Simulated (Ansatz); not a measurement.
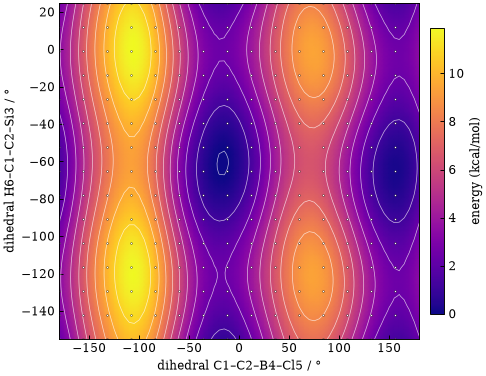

Energy landscape of C₂H₈BClSi, SMILES CC([SiH3])BCl. Coordinates scanned: (1) dihedral C1–C2–B4–Cl5; (2) dihedral H6–C1–C2–Si3. Nothing is relaxed (all other coordinates rigid). The scan uses a 15 × 15 grid. Points are written as (first, second). All energies are given in kcal/mol relative to the lowest grid point. Level of theory: Ansatz, RKS PBE0-D4/def2-SVP.

Drawn: a smooth colour map with a few white contour lines, dots at the grid points. Between grid points the surface is interpolated. 

> Describe this landscape.

The lowest grid point is at (−12°, −65.0°). The energy also falls towards the edge at (−12°, −155.0°) (0.9 kcal/mol above the lowest) and (156°, −155.0°) (1.3 kcal/mol above the lowest), where a further well may lie outside the range. There is a further well near (156°, −65.0°) (0.20 kcal/mol above the lowest at that grid point). The highest grid point, (−108°, −0.7°), lies 11.9 kcal/mol above the lowest. On the interpolated surface the easiest way out of the lowest well to the well at (156°, −65.0°) passes a barrier of about 6.6 kcal/mol.

Each point was launched as `ansatz run input.yaml --threads 1 --pin off --max-ram 2560MiB --backend cpu --events-out ev --progress --plain --runs-dir out`. Time for the 225 points that were run: 44 min on 1 thread of Arm Neoverse N1, with other jobs on the host.
